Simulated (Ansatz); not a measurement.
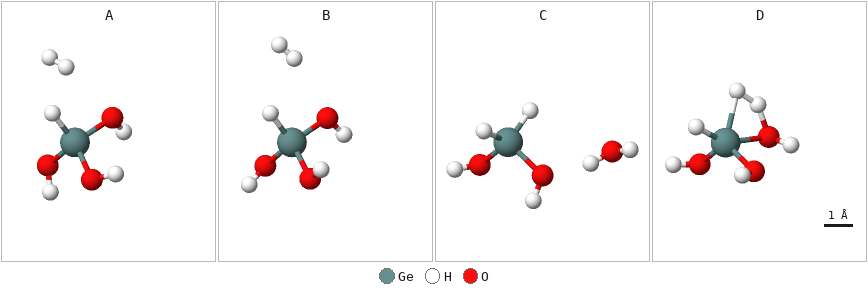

4 geometries from a converged minimum-energy path of GeH₆O₃, shuffled. The picture is a ball-and-stick view, seen at a tilt.

Computed with RKS r2SCAN-D4/def2-mTZVP (Ansatz 0.2.0). Set-up: 5 movable images; climbing image; force threshold 0.05 eV/Å; iteration limit 60; starting path through a guess of the saddle point.

### Which frame is the transition state?

D. In order along the path, whose images run from 0 to 6: C (image 0, 0.0 kJ/mol), D (image 3, +178.7 kJ/mol), B (image 5, −13.6 kJ/mol), A (image 6, −18.1 kJ/mol). Breaking: Ge–H (1.52 → 3.97 Å), H–O (0.97 → 2.80 Å). Forming: Ge–O (3.79 → 1.78 Å), H–H (3.94 → 0.74 Å).
